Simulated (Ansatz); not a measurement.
Carrier doping in GaN

Take GaN in the zinc blende structure (space group F-43m, No. 216; a = 4.498 Å) as the base.

Carriers are added at fixed cell with a uniform background; the Fermi–Dirac width is that of 300 K.

Method: Kohn–Sham DFT with the PBEsol functional, run in Ansatz (a program for electronic structure) with PAW and 420 eV plane waves, no SOC.

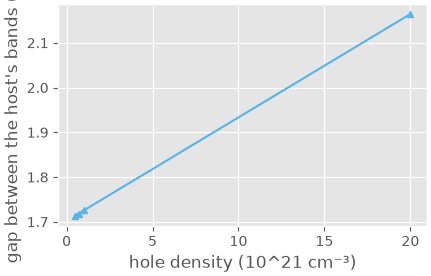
Figure: Gap between the host's bands against hole density

```
hole density (10^21 cm⁻³)  gap between the host's bands
-------------------------  ----------------------------
0.5                                             1.71 eV
0.7                                             1.72 eV
1                                               1.73 eV
20                                              2.16 eV
```

Carriers are added with a uniform compensating background; total energy and stress of such cells depend on the potential's zero and are not compared; many-body gap narrowing is missing at this level. Whether these cells are dynamically stable was not tested. This is not the structure that GaN has at room temperature and ambient pressure.
